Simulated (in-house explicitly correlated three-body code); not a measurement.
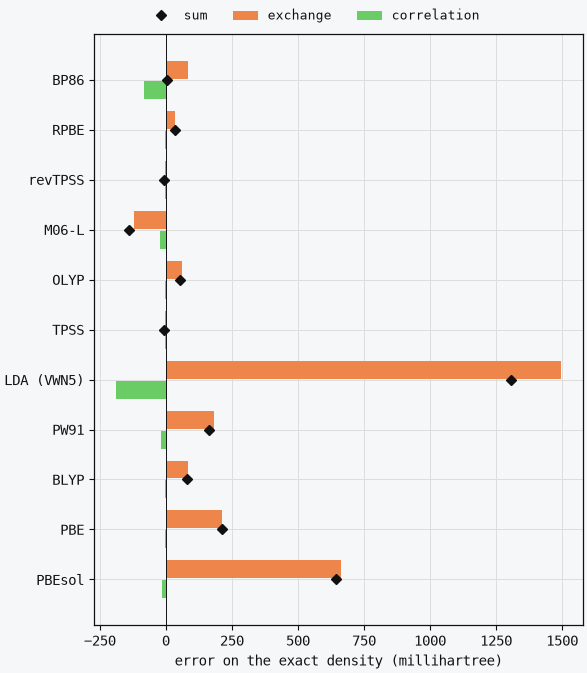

Two electrons around a point charge Z = 17.22. Computed variationally in 260 exponentially correlated functions with an in-house code, non-relativistic, converged to about 10⁻⁸ of the energy. The exact exchange and correlation energies are −10540 and −46.08 millihartree. The plot shows the errors of BLYP, BP86, LDA (VWN5), M06-L, OLYP, PBE, PBEsol, PW91, RPBE, TPSS and revTPSS, evaluated on the exact density.

### Rank the functionals.

By the size of the summed error (millihartree): BP86 +3.4, TPSS −6.6, revTPSS −7.9, RPBE +34, OLYP +55, BLYP +81, M06-L −141, PW91 +161, PBE +211, PBEsol +645, LDA (VWN5) +1310. Errors of exchange and correlation cancel by a quarter or more for BP86 (+85 and −82).
